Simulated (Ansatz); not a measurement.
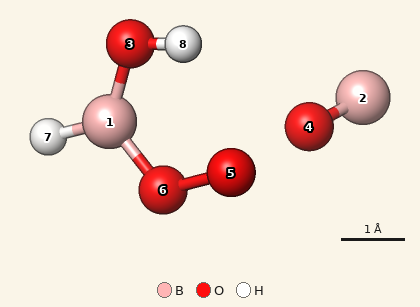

Fig. 1: The input geometry (ball-and-stick view, seen on its broad side; atoms are numbered from 1 in the order of the input). Bond lengths as drawn: B–H 1.17 Å, B–O 1.20 to 1.41 Å, H–O 0.97 Å and O–O 1.35 Å.

# B$_{2}$H$_{2}$O$_{4}$: geometry relaxation

The run: geometry relaxation of B$_{2}$H$_{2}$O$_{4}$. Method and program: RKS PBE0-D4/def2-SVP (Ansatz 0.2.0).

The geometry: GFN1-xTB start. Figures and captions count atoms from 1; the log counts them from 0 in places.

Input file
```yaml
crystal:
  periodic: [false, false, false]
  atoms:
    - {symbol: B, position_ang: [-0.196250, -1.078430, -0.745840]}
    - {symbol: B, position_ang: [0.024570, 1.504030, 2.437260]}
    - {symbol: O, position_ang: [1.106790, -0.964730, -0.450260]}
    - {symbol: O, position_ang: [-0.132980, 1.386020, 1.251190]}
    - {symbol: O, position_ang: [-0.406650, 1.238840, -0.499560]}
    - {symbol: O, position_ang: [-1.025650, 0.057680, -0.727340]}
    - {symbol: H, position_ang: [-0.712070, -2.097960, -1.004360]}
    - {symbol: H, position_ang: [1.342240, -0.045450, -0.261080]}
basis:
  gaussian: {orbitals: def2-SVP}
hamiltonian: {xc: pbe0, dispersion: d4}
scf: {omitted_lower_state_checks: [starts]}
output: {orbitals: {seedname: orbitals}}
relax: {f_tol: 0.02, max_steps: 100}
```

Run on 4 threads of Intel Xeon @ 2.50GHz, 15 GiB of memory available, shared host.

Command:
```bash
ansatz run in.yaml --threads 4 --pin off --events-out ev --progress --plain --max-ram 3916MiB
```

Log
```
Functional definition: PBE0
  name "PBE0"
  cite "Adamo & Barone, J. Chem. Phys. 110, 6158 (1999) doi:10.1063/1.478522"
  cite "Perdew, Burke & Ernzerhof, Phys. Rev. Lett. 77, 3865 (1996) doi:10.1103/PhysRevLett.77.3865"
  parent pbe
  parameter a = 0.25
  parameter kappa = 0.804
  parameter beta = 0.06672455060314922
  exchange = (1 - a)*pbe_x(kappa = kappa, mu = beta*pi^2/3) + a*exact_x
  correlation = pbe_c(beta = beta)
these checks for a lower state are left out or cut short: starts
998 factors; integrals over basis functions are off by at most 5.5e-4 eV
mean field evaluation 1: about -9544.1014 eV, gradient 6.0e1 eV
mean field evaluation 2: about -9523.0581 eV, gradient 1.2e2 eV
mean field evaluation 4: about -9550.1188 eV, gradient 1.0e1 eV
mean field evaluation 8: about -9550.2969 eV, gradient 1.2e-1 eV
mean field evaluation 16: about -9550.3806 eV, gradient 2.8e-4 eV
mean field -9550.38058992 eV, -350.9700131991 hartree, gradient 6.5e-5 eV, S^2 0.000000; 0 other end points of the search recorded, 0 dependent functions left out
the calculation of the forces begins
reference -9550.38061437 eV, -350.9700140978 hartree; 22, 22 occupied and 72, 72 virtual orbitals, 998 factors
relax step   1: F+E_penalty+E_count = -9550.50359792 eV  Δ(F+E_penalty+E_count) = +0.000e0 eV  max|allowed force component| = 4.772e0 eV/Å  Δτ_max = 0.0000 Å  (31 SCF iters, accepted)
these checks for a lower state are left out or cut short: starts, cluster_reference, orbital_swaps, neighbouring_geometries, increment
998 factors; integrals over basis functions are off by at most 4.3e-4 eV
mean field -9550.57956026 eV, -350.9773252243 hartree, gradient 1.6e-5 eV, S^2 0.000000; 0 other end points of the search recorded, 0 dependent functions left out
[... from here on the field's lines of each further geometry are left out, up to the last ...]
relax step   2: F+E_penalty+E_count = -9550.70268227 eV  Δ(F+E_penalty+E_count) = -1.991e-1 eV  max|allowed force component| = 1.022e0 eV/Å  Δτ_max = 0.0512 Å  (41 SCF iters, accepted)
relax step   3: F+E_penalty+E_count = -9550.73927176 eV  Δ(F+E_penalty+E_count) = -3.659e-2 eV  max|allowed force component| = 4.729e-1 eV/Å  Δτ_max = 0.0660 Å  (39 SCF iters, accepted)
relax step   4: F+E_penalty+E_count = -9550.75913566 eV  Δ(F+E_penalty+E_count) = -1.986e-2 eV  max|allowed force component| = 6.681e-1 eV/Å  Δτ_max = 0.0791 Å  (39 SCF iters, accepted)
relax step   5: F+E_penalty+E_count = -9550.77734493 eV  Δ(F+E_penalty+E_count) = -1.821e-2 eV  max|allowed force component| = 5.287e-1 eV/Å  Δτ_max = 0.1639 Å  (41 SCF iters, accepted)
relax step   6: F+E_penalty+E_count = -9550.78546292 eV  Δ(F+E_penalty+E_count) = -8.118e-3 eV  max|allowed force component| = 2.065e-1 eV/Å  Δτ_max = 0.0512 Å  (43 SCF iters, accepted)
relax step   7: F+E_penalty+E_count = -9550.79122281 eV  Δ(F+E_penalty+E_count) = -5.760e-3 eV  max|allowed force component| = 1.085e-1 eV/Å  Δτ_max = 0.0691 Å  (43 SCF iters, accepted)
relax step   8: F+E_penalty+E_count = -9550.79608445 eV  Δ(F+E_penalty+E_count) = -4.862e-3 eV  max|allowed force component| = 1.438e-1 eV/Å  Δτ_max = 0.1023 Å  (42 SCF iters, accepted)
relax step   9: F+E_penalty+E_count = -9550.79764807 eV  Δ(F+E_penalty+E_count) = -1.564e-3 eV  max|allowed force component| = 1.975e-1 eV/Å  Δτ_max = 0.0628 Å  (42 SCF iters, accepted)
relax step  10: F+E_penalty+E_count = -9550.79906558 eV  Δ(F+E_penalty+E_count) = -1.418e-3 eV  max|allowed force component| = 1.919e-1 eV/Å  Δτ_max = 0.0399 Å  (43 SCF iters, accepted)
relax step  11: F+E_penalty+E_count = -9550.80070355 eV  Δ(F+E_penalty+E_count) = -1.638e-3 eV  max|allowed force component| = 1.171e-1 eV/Å  Δτ_max = 0.0186 Å  (42 SCF iters, accepted)
relax step  12: F+E_penalty+E_count = -9550.80135782 eV  Δ(F+E_penalty+E_count) = -6.543e-4 eV  max|allowed force component| = 5.649e-2 eV/Å  Δτ_max = 0.0325 Å  (39 SCF iters, accepted)
relax step  13: F+E_penalty+E_count = -9550.80211587 eV  Δ(F+E_penalty+E_count) = -7.581e-4 eV  max|allowed force component| = 6.058e-2 eV/Å  Δτ_max = 0.0260 Å  (42 SCF iters, accepted)
relax step  14: F+E_penalty+E_count = -9550.80221218 eV  Δ(F+E_penalty+E_count) = -9.630e-5 eV  max|allowed force component| = 1.169e-1 eV/Å  Δτ_max = 0.0205 Å  (43 SCF iters, accepted)
relax step  15: F+E_penalty+E_count = -9550.80260566 eV  Δ(F+E_penalty+E_count) = -3.935e-4 eV  max|allowed force component| = 3.069e-2 eV/Å  Δτ_max = 0.0169 Å  (42 SCF iters, accepted)
the calculation of the forces begins
reference -9550.68026405 eV, -350.9810260201 hartree; 22, 22 occupied and 72, 72 virtual orbitals, 998 factors
relax step  16: F+E_penalty+E_count = -9550.80264008 eV  Δ(F+E_penalty+E_count) = -3.441e-5 eV  max|allowed force component| = 1.882e-2 eV/Å  Δτ_max = 0.0095 Å  (44 SCF iters, accepted)
```

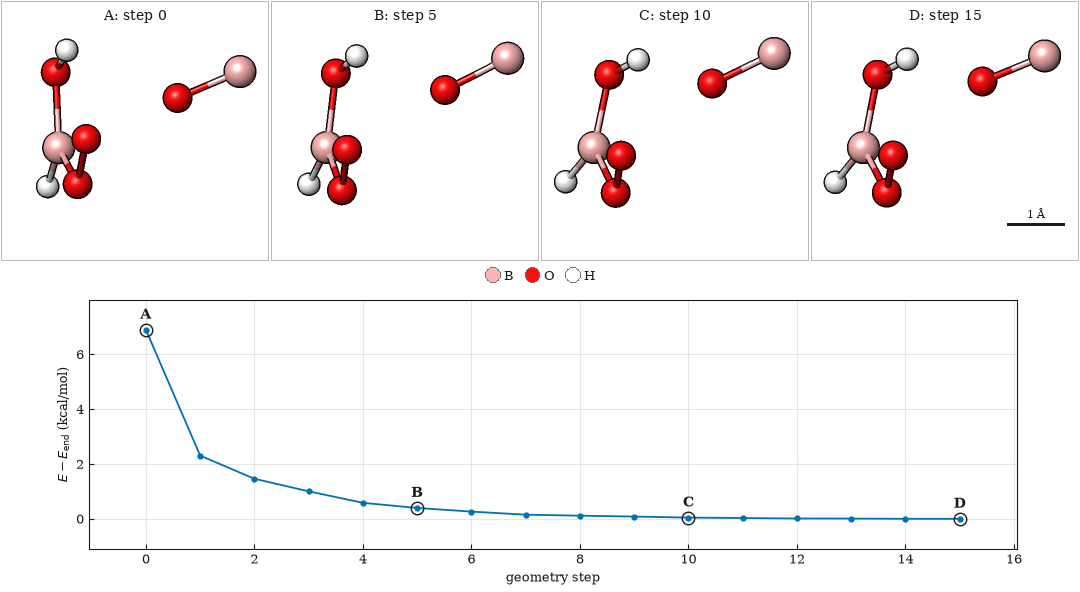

Fig. 2: Frames of the relaxation (ball-and-stick view, seen at a tilt) above the curves, on which the letters mark them (the first geometry is step 0 here and step 1 in the log).

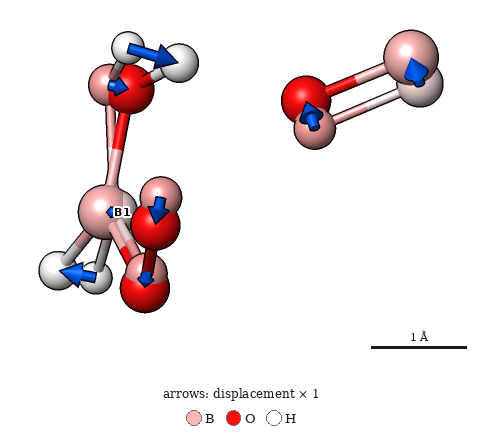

Fig. 3: Start (faint) and end (solid) with the displacements as blue arrows, at true length (ball-and-stick view, seen at a tilt). The two geometries are laid on each other by the best rigid fit. H8 moves most after the best rigid fit: 0.56 Å. By element the largest moves are H 0.56 Å, B 0.36 Å, O 0.35 Å. Among the contacts that change: O5–O6 1.353 → 1.282 Å, B2–O4 1.202 → 1.246 Å, B1–O6 1.407 → 1.450 Å, B1–H7 1.171 → 1.198 Å. Among the angles that change: O3–B1–H7 123.4° → 126.2°. After 15 geometry steps the energy has fallen by 6.90 kcal/mol. The largest force component goes from 4.8 to 0.019 eV/Å. (Atoms are counted from 1 in the order of the input.)

```
these checks for a lower state are left out or cut short: starts
998 factors; integrals over basis functions are off by at most 4.6e-4 eV
mean field -9550.68023960 eV, -350.9810251216 hartree, gradient 2.3e-5 eV, S^2 0.000000; 0 other end points of the search recorded, 0 dependent functions left out
the calculation of the forces begins
reference -9550.68026405 eV, -350.9810260201 hartree; 22, 22 occupied and 72, 72 virtual orbitals, 998 factors
Total energy: -9550.80266452 eV, -350.9855241547 hartree
Atom 0 at    -0.175408    -1.084705    -0.833674 Å, force     0.017366     0.005352    -0.001078 eV/Å
Atom 1 at     0.285166     1.745509     2.390879 Å, force    -0.002602    -0.002849    -0.007917 eV/Å
Atom 2 at     0.990105    -0.907124    -0.245482 Å, force    -0.018819    -0.005830    -0.007514 eV/Å
Atom 3 at     0.190450     1.241161     1.255461 Å, force     0.000339     0.004573     0.006483 eV/Å
Atom 4 at    -0.634876     1.156569    -0.641316 Å, force     0.004673    -0.010827    -0.003888 eV/Å
Atom 5 at    -1.146690    -0.009087    -0.792801 Å, force    -0.001593    -0.001001     0.010315 eV/Å
Atom 6 at    -0.551734    -2.088141    -1.368779 Å, force    -0.000383     0.007606     0.001721 eV/Å
Atom 7 at     1.042988    -0.054181     0.235722 Å, force     0.001019     0.002976     0.001878 eV/Å
Dipole moment:    -0.062802    -0.145596    -0.223051 e Å
Checks for a lower state left out: starts
```

Trajectory as extended XYZ (Å, eV, eV/Å), 13 of the 16 frames kept, from step=1 to step=16
```
8
Properties=species:S:1:pos:R:3:forces:R:3 step=1 energy=-9550.50360
B    -0.1963   -1.0784   -0.7458    1.3198   0.6849   0.3854
B     0.0246    1.5040    2.4373    0.6314   0.5089   4.7721
O     1.1068   -0.9647   -0.4503   -0.4780  -0.1584  -0.1265
O    -0.1330    1.3860    1.2512   -0.5174  -0.5104  -4.1705
O    -0.4067    1.2388   -0.4996   -0.5606  -1.5316  -0.9093
O    -1.0256    0.0577   -0.7273   -0.0557   1.4691   0.1949
H    -0.7121   -2.0980   -1.0044   -0.3970  -0.5534  -0.1930
H     1.3422   -0.0454   -0.2611    0.0576   0.0910   0.0470
8
Properties=species:S:1:pos:R:3:forces:R:3 step=2 energy=-9550.70268
B    -0.1932   -1.0671   -0.7374    0.6981  -0.0261   0.0793
B     0.0524    1.5027    2.4657    0.1193   0.1347   0.8930
O     1.1006   -0.9470   -0.4309   -0.3570  -0.0417  -0.0668
O    -0.1196    1.3664    1.2360   -0.0315  -0.1308  -0.6047
O    -0.4133    1.2146   -0.5441   -0.4523  -0.8658  -0.4258
O    -1.0456    0.0590   -0.7411    0.1145   1.0222   0.1141
H    -0.7127   -2.1012   -1.0183   -0.1175  -0.1395  -0.0332
H     1.3313   -0.0273   -0.2300    0.0264   0.0470   0.0440
8
Properties=species:S:1:pos:R:3:forces:R:3 step=3 energy=-9550.73927
B    -0.1857   -1.0611   -0.7589    0.2215  -0.3657   0.1576
B     0.0993    1.5135    2.4722   -0.0514  -0.0023  -0.2570
O     1.0883   -0.9323   -0.4036   -0.1782   0.0719  -0.0794
O    -0.1010    1.3477    1.2351    0.1268  -0.0190   0.4729
O    -0.4404    1.1933   -0.5715   -0.1641  -0.0683  -0.2787
O    -1.0599    0.0593   -0.7656    0.0188   0.3420   0.0200
H    -0.7040   -2.1065   -1.0360    0.0232   0.0442  -0.0607
H     1.3033   -0.0139   -0.1718    0.0033  -0.0029   0.0253
8
Properties=species:S:1:pos:R:3:forces:R:3 step=5 energy=-9550.77735
B    -0.1822   -1.0729   -0.7778    0.0906   0.1039   0.1610
B     0.2568    1.4945    2.4752   -0.1294  -0.0717  -0.5287
O     1.0342   -0.8696   -0.2937   -0.1753   0.0694  -0.0505
O     0.0038    1.2941    1.2648    0.1484   0.0946   0.4556
O    -0.5312    1.1882   -0.7168    0.0757   0.1457   0.0785
O    -1.0961    0.0487   -0.8739    0.0181  -0.2585  -0.0010
H    -0.6472   -2.1336   -1.0918    0.0652   0.0790  -0.0529
H     1.1619    0.0506    0.0141   -0.0932  -0.1624  -0.0620
8
Properties=species:S:1:pos:R:3:forces:R:3 step=6 energy=-9550.78546
B    -0.1860   -1.0787   -0.7736    0.1544   0.1349  -0.0175
B     0.2621    1.5119    2.4616   -0.0221   0.0173  -0.0302
O     1.0293   -0.8747   -0.2898   -0.1675   0.0248   0.0266
O     0.0244    1.3124    1.2547    0.0490  -0.0132   0.0188
O    -0.5402    1.1824   -0.7038    0.0477   0.1089   0.0063
O    -1.1027    0.0394   -0.8542   -0.0281  -0.2065   0.0427
H    -0.6303   -2.1299   -1.1401    0.0204   0.0435   0.0104
H     1.1436    0.0371    0.0453   -0.0537  -0.1096  -0.0570
8
Properties=species:S:1:pos:R:3:forces:R:3 step=7 energy=-9550.79122
B    -0.1828   -1.0821   -0.7878    0.0506   0.0546  -0.0141
B     0.2907    1.5412    2.4488    0.0040   0.0454   0.1085
O     1.0121   -0.8778   -0.2608   -0.0957  -0.0364  -0.0289
O     0.0621    1.3221    1.2455    0.0125  -0.0571  -0.1081
O    -0.5657    1.1762   -0.6975   -0.0640  -0.0932  -0.0418
O    -1.1168    0.0220   -0.8452    0.0764   0.0368   0.0513
H    -0.6024   -2.1272   -1.2031    0.0316   0.0696   0.0293
H     1.1029    0.0256    0.1001   -0.0155  -0.0198   0.0038
8
Properties=species:S:1:pos:R:3:forces:R:3 step=9 energy=-9550.79765
B    -0.1739   -1.0812   -0.8166    0.0217  -0.1065  -0.0126
B     0.3560    1.6324    2.4115   -0.0546  -0.0347  -0.1975
O     0.9805   -0.8795   -0.2100   -0.1078  -0.1718  -0.1428
O     0.1397    1.2897    1.2303    0.0452   0.0485   0.1953
O    -0.6322    1.1612   -0.6951   -0.0147   0.0180   0.0208
O    -1.1466   -0.0049   -0.8284    0.0357  -0.0179  -0.0012
H    -0.5423   -2.1071   -1.3292    0.0624   0.1483   0.0761
H     1.0187   -0.0107    0.2374    0.0120   0.1161   0.0619
8
Properties=species:S:1:pos:R:3:forces:R:3 step=10 energy=-9550.79907
B    -0.1712   -1.0832   -0.8295   -0.0343  -0.0814   0.0318
B     0.3502    1.6715    2.4062   -0.0478  -0.0448  -0.1919
O     0.9807   -0.8932   -0.2182   -0.0204   0.1503   0.0619
O     0.1507    1.2877    1.2344    0.0492   0.0272   0.1803
O    -0.6403    1.1581   -0.6787   -0.0122  -0.0115   0.0122
O    -1.1483   -0.0106   -0.8150    0.0258   0.0096  -0.0178
H    -0.5389   -2.1005   -1.3543    0.0452   0.1068   0.0301
H     1.0171   -0.0298    0.2553   -0.0055  -0.1562  -0.1064
8
Properties=species:S:1:pos:R:3:forces:R:3 step=11 energy=-9550.80070
B    -0.1754   -1.0858   -0.8227    0.0094   0.0121  -0.0456
B     0.3372    1.6844    2.4031   -0.0311  -0.0269  -0.1171
O     0.9822   -0.8975   -0.2223   -0.0083   0.0817   0.0482
O     0.1527    1.2783    1.2374    0.0336   0.0224   0.1168
O    -0.6357    1.1577   -0.6714   -0.0116  -0.0270   0.0049
O    -1.1479   -0.0097   -0.8093    0.0144   0.0089   0.0071
H    -0.5398   -2.0942   -1.3588    0.0005   0.0211   0.0338
H     1.0267   -0.0332    0.2441   -0.0068  -0.0922  -0.0481
8
Properties=species:S:1:pos:R:3:forces:R:3 step=12 energy=-9550.80136
B    -0.1770   -1.0857   -0.8296    0.0396  -0.0542  -0.0525
B     0.3257    1.7148    2.4041   -0.0165  -0.0124  -0.0565
O     0.9839   -0.9021   -0.2341   -0.0215   0.0201   0.0434
O     0.1643    1.2739    1.2494    0.0138  -0.0138   0.0385
O    -0.6360    1.1525   -0.6618   -0.0028   0.0382   0.0077
O    -1.1499   -0.0128   -0.8046   -0.0107  -0.0016   0.0198
H    -0.5397   -2.0927   -1.3702   -0.0065   0.0314   0.0265
H     1.0287   -0.0479    0.2468    0.0047  -0.0077  -0.0270
8
Properties=species:S:1:pos:R:3:forces:R:3 step=13 energy=-9550.80212
B    -0.1754   -1.0825   -0.8325    0.0103  -0.0369   0.0422
B     0.3035    1.7267    2.3977   -0.0114  -0.0152  -0.0444
O     0.9876   -0.9055   -0.2393    0.0060  -0.0439  -0.0492
O     0.1689    1.2534    1.2523    0.0138   0.0173   0.0340
O    -0.6318    1.1560   -0.6530   -0.0052   0.0165   0.0217
O    -1.1467   -0.0093   -0.7969   -0.0020   0.0188  -0.0213
H    -0.5486   -2.0891   -1.3607   -0.0131  -0.0174  -0.0241
H     1.0425   -0.0496    0.2324    0.0017   0.0606   0.0411
8
Properties=species:S:1:pos:R:3:forces:R:3 step=15 energy=-9550.80261
B    -0.1758   -1.0839   -0.8321    0.0228  -0.0039  -0.0005
B     0.2836    1.7381    2.3913   -0.0039  -0.0089  -0.0277
O     0.9908   -0.9077   -0.2458   -0.0063  -0.0028   0.0016
O     0.1879    1.2477    1.2490    0.0054   0.0094   0.0307
O    -0.6341    1.1573   -0.6425    0.0033  -0.0098   0.0001
O    -1.1463   -0.0091   -0.7886   -0.0150   0.0111   0.0007
H    -0.5524   -2.0868   -1.3675   -0.0038   0.0017  -0.0004
H     1.0462   -0.0555    0.2362   -0.0025   0.0032  -0.0044
8
Properties=species:S:1:pos:R:3:forces:R:3 step=16 energy=-9550.80264
B    -0.1754   -1.0847   -0.8337    0.0174   0.0054  -0.0011
B     0.2852    1.7455    2.3909   -0.0026  -0.0028  -0.0079
O     0.9901   -0.9071   -0.2455   -0.0188  -0.0058  -0.0075
O     0.1905    1.2412    1.2555    0.0003   0.0046   0.0065
O    -0.6349    1.1566   -0.6413    0.0047  -0.0108  -0.0039
O    -1.1467   -0.0091   -0.7928   -0.0016  -0.0010   0.0103
H    -0.5517   -2.0881   -1.3688   -0.0004   0.0076   0.0017
H     1.0430   -0.0542    0.2357    0.0010   0.0030   0.0019
```

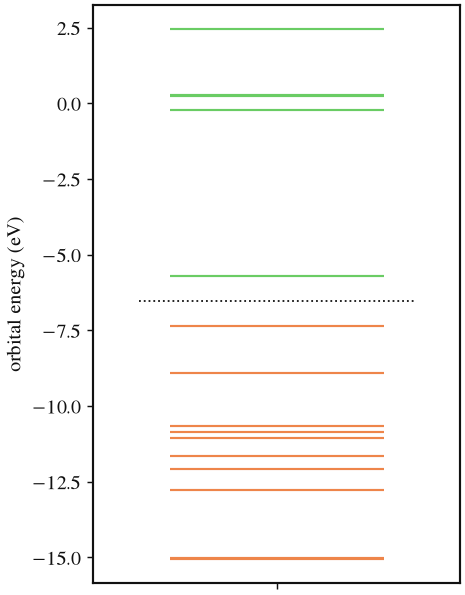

Fig. 4: Orbital energies near the frontier; the dotted line parts filled from empty levels, and levels within 0.02 eV of each other stand side by side. Highest filled −7.37 eV, lowest empty −5.71 eV, 1.66 eV apart.

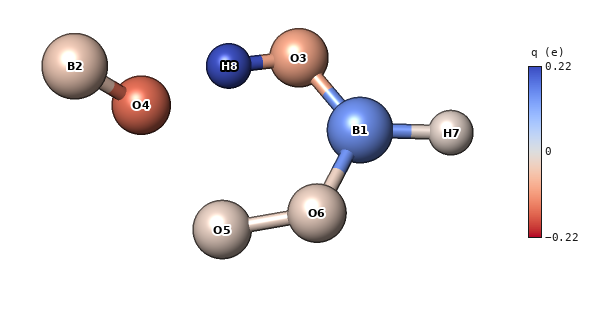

Fig. 5: Mulliken charges, as the colour of each atom (ball-and-stick view, seen at a tilt; atoms are numbered from 1 in the order of the input; Mulliken charges depend strongly on the basis). By element: B −0.04 to +0.14, O −0.15 to −0.03 and H −0.02 to +0.21 e.

Results in brief

- outcome: converged
- total energy: −9550.8027 eV
- mean-field energy: −9550.6803 eV
- dispersion energy: −0.1224 eV
- SCF solution under orbital rotations: stable
- HOMO: −7.37 eV
- LUMO: −5.71 eV
- largest force (length of the vector) at the end: 0.021 eV/Å
- dipole moment: 1.31 D
- wall time: 20 s (CPU time 71 s)
- peak memory: 0.21 GiB
